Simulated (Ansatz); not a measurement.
## What a change does: single-point calculation on C6H14Cl2Ge

System: C6H14Cl2Ge (Ge(iPr)2Cl2).
Method of run 1: RKS PBE-D4/def2-TZVP (Ansatz 0.2.0).

The geometry comes from this level: PBE-D4/def2-SVP. Text and figures count atoms from 1; the logs count them from 0 in places.

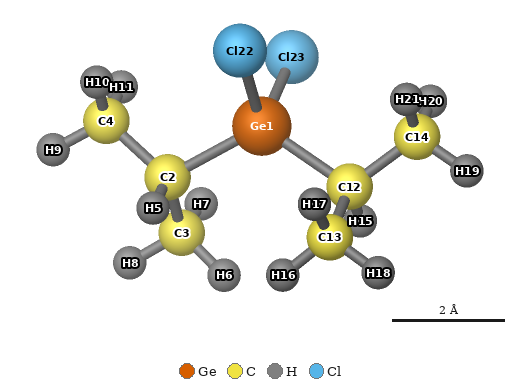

Fig. 1: The structure (ball-and-stick view, seen at a tilt; atoms are numbered from 1 in the order of the input). Sticks mark near contacts. Bond lengths as drawn: Cl–Ge 2.20 Å, C–C 1.53 Å, C–Ge 1.98 Å and C–H 1.11 Å.

Input file, run 1:
```yaml
crystal:
  periodic: [false, false, false]
  atoms:
    - {symbol: Ge, position_ang: [-0.664529, -0.037494, -0.464040]}
    - {symbol: C, position_ang: [-0.820824, 0.211646, 1.492478]}
    - {symbol: C, position_ang: [-0.084075, -0.929031, 2.206937]}
    - {symbol: C, position_ang: [-2.289381, 0.337403, 1.907984]}
    - {symbol: H, position_ang: [-0.296980, 1.174908, 1.683950]}
    - {symbol: H, position_ang: [0.991853, -0.972818, 1.938258]}
    - {symbol: H, position_ang: [-0.534734, -1.912948, 1.960515]}
    - {symbol: H, position_ang: [-0.144966, -0.802366, 3.308824]}
    - {symbol: H, position_ang: [-2.371691, 0.510685, 3.001902]}
    - {symbol: H, position_ang: [-2.789975, 1.178329, 1.388009]}
    - {symbol: H, position_ang: [-2.850530, -0.589346, 1.668374]}
    - {symbol: C, position_ang: [1.135599, -0.190735, -1.270433]}
    - {symbol: C, position_ang: [1.966423, 1.043185, -0.895316]}
    - {symbol: C, position_ang: [1.036019, -0.417112, -2.781217]}
    - {symbol: H, position_ang: [1.568127, -1.095337, -0.787290]}
    - {symbol: H, position_ang: [2.072522, 1.165624, 0.202541]}
    - {symbol: H, position_ang: [1.508100, 1.971021, -1.296098]}
    - {symbol: H, position_ang: [2.990000, 0.967236, -1.320093]}
    - {symbol: H, position_ang: [2.046786, -0.542232, -3.224215]}
    - {symbol: H, position_ang: [0.441373, -1.321065, -3.020061]}
    - {symbol: H, position_ang: [0.551829, 0.446930, -3.281134]}
    - {symbol: Cl, position_ang: [-1.665524, 1.654823, -1.445162]}
    - {symbol: Cl, position_ang: [-1.795431, -1.851308, -0.974724]}
basis:
  gaussian: {orbitals: def2-TZVP, initial_orbitals: start.molden}
hamiltonian: {xc: pbe, dispersion: d4}
scf: {omitted_lower_state_checks: [starts]}
output: {orbitals: {seedname: orbitals}}
```

Command:
```bash
ansatz run in.yaml --threads 4 --pin off --events-out ev --progress --plain --max-ram 6963MiB
```

Hardware: 4 threads of Arm Neoverse V1, 23 GiB of memory available, shared host.

Output (run 1):
```
Functional definition: PBE
  parameter kappa = 0.804
  parameter beta = 0.06672455060314922
  exchange = pbe_x(kappa = kappa, mu = beta*pi^2/3)
  correlation = pbe_c(beta = beta)
these checks for a lower state are left out or cut short: starts
2566 factors; their error is unknown
mean field evaluation 1: about -87992.3917 eV, gradient 1.7e1 eV
mean field evaluation 2: about -87992.6094 eV, gradient 2.6e-1 eV
mean field evaluation 4: about -87992.5247 eV, gradient 1.1e-3 eV
mean field -87992.52465745 eV, -3233.6656376860 hartree, gradient 1.0e-5 eV, S^2 0.000000; 0 other end points of the search recorded, 0 dependent functions left out
reference -87992.52471815 eV, -3233.6656399167 hartree; 58, 58 occupied and 334, 334 virtual orbitals, 2566 factors
Total energy: -87993.23851656 eV, -3233.6918715243 hartree
Checks for a lower state left out: starts
```

For run 2 the input was changed thus:
```diff
+magnetization: {spin_polarized: true, initial_magnetization: 2}
```

How does run 2 compare with run 1?

With the same method and basis, run 2 lies 122.9 kcal/mol higher. The HOMO goes from −6.58 to −1.15 eV. The LUMO goes from −1.20 to −6.38 eV. On the same kind of shared host run 2 took about 2.4 times as long.

Output (run 2):
```
Functional definition: PBE
  parameter kappa = 0.804
  parameter beta = 0.06672455060314922
  exchange = pbe_x(kappa = kappa, mu = beta*pi^2/3)
  correlation = pbe_c(beta = beta)
these checks for a lower state are left out or cut short: starts
2566 factors; their error is unknown
mean field evaluation 1: about -87987.0379 eV, gradient 1.2e1 eV
mean field evaluation 2: about -87987.2755 eV, gradient 3.5e-1 eV
mean field evaluation 4: about -87987.1961 eV, gradient 2.7e-2 eV
mean field evaluation 8: about -87987.1961 eV, gradient 1.6e-4 eV
mean field -87987.19608495 eV, -3233.4698162585 hartree, gradient 1.5e-5 eV, S^2 2.003340; 0 other end points of the search recorded, 0 dependent functions left out
reference -87987.19614464 eV, -3233.4698184519 hartree; 59, 57 occupied and 333, 335 virtual orbitals, 2566 factors
Total energy: -87987.90994305 eV, -3233.4960500596 hartree
Checks for a lower state left out: starts
```

The two runs side by side:

| quantity | run 1 | run 2 |
| --- | --- | --- |
| outcome | converged | converged |
| total energy (hartree) | −3233.691872 | −3233.496050 |
| HOMO (eV) | −6.58 | −1.15 |
| LUMO (eV) | −1.20 | −6.38 |
| basis functions | 392 | 392 |
| ⟨S²⟩ | – | 2.003 |
| wall time (shared host) | 9 s | 22 s |
